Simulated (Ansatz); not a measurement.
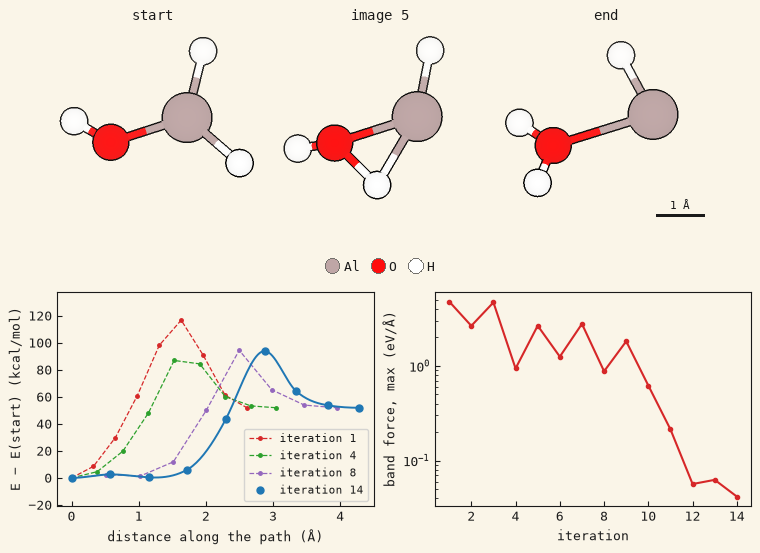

NEB run on AlH3O. Images are numbered from 0 (start) to 8 (end). The plot follows the band through its iterations. Style: ball-and-stick. Shown at a tilt.

Computed with RHF/def2-TZVP in Ansatz. Settings: 7 movable images; climbing image; force threshold 0.05 eV/Å; iteration limit 60; starting path by straight interpolation.

### Judge this run.

The run is converged, with reservations. The band converged in 14 iterations. The largest component of the band force went from 4.8 to 0.042 eV/Å. The climbing image converged on the top of the path. Its curvatures weren't checked. The straight starting path can push atoms close together and costs iterations. The first iteration put the highest image at 116.7 kcal/mol. The highest point, image 5, lies 93.9 kcal/mol above the start and 42.0 kcal/mol above the end; the end is at +51.9 kcal/mol relative to the start.

Limits of the set-up: Hartree-Fock leaves out electron correlation.

Cost: 58 s on 1 thread of Arm Neoverse V1, with other jobs on the host, peak memory 0.12 GiB.
